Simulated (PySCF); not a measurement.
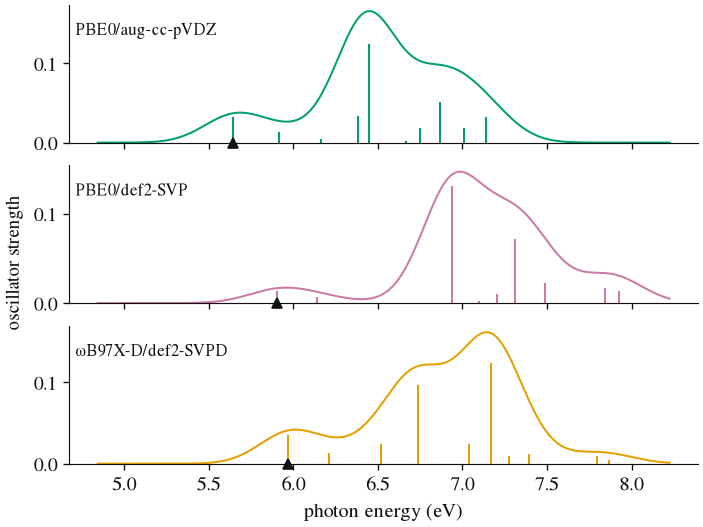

Vertical TDDFT spectra of GePH₄Br, SMILES [PH2][GeH2][Br], singlet at one geometry and several levels (PySCF 2.14.0, at a PBE0-D3(BJ)/def2-SVP geometry (no frequency check)); sticks with Gaussians of 1/e half-width 0.25 eV, the triangle marks S1, which has the same leading orbital pair at all these levels. Only the lowest states were computed, so the high end is incomplete.

How far does S1 move with the level of theory?

From lowest to highest: PBE0/aug-cc-pVDZ 5.64 eV, PBE0/def2-SVP 5.90 eV, ωB97X-D/def2-SVPD 5.97 eV; a spread of 0.33 eV.

Limits of at least one run: core orbitals are frozen in the response; def2-SVP has no diffuse functions, so states with Rydberg character are missing or too high; spin-orbit coupling is left out, and with Br it can shift these levels and split any degenerate set; states above the negative HOMO energy depend on the basis.
